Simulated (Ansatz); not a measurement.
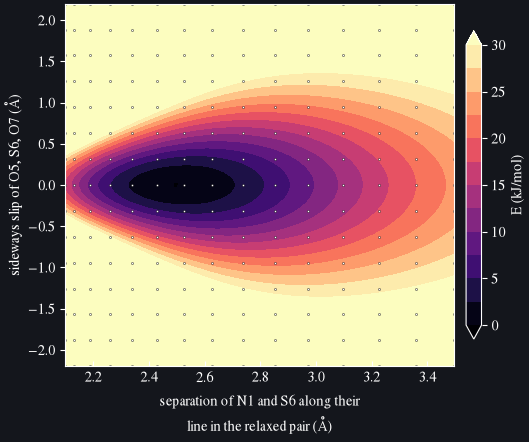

The pair H₃N···O₂S. 
- First axis: separation of N1 and S6 along their line in the relaxed pair. Second axis: sideways slip of O5, S6, O7.
- Nothing is relaxed (both partners rigid).
- Grid: 15 × 15 points.
- Points are written as (first, second).
- Energies: kJ/mol, counted from the lowest grid point.
- These are results of RKS PBE0-D4/def2-SVPD in Ansatz 0.2.0, not measurements.

The picture shows filled contours, dots at the grid points, one colour for all values above the top of the scale. Between grid points the surface is interpolated.

> Estimate the position of the minimum and the force constants in these coordinates.

The interpolated minimum is at the first coordinate ≈ 2.497 Å, sideways slip of O5, S6, O7 ≈ 0.000 Å. The curvatures there are about 1.5 eV/Å² and 0.95 eV/Å², with a cross term of about 0 eV/Å². Round the minimum the two coordinates are nearly uncoupled. (1 eV is 96.5 kJ/mol.)
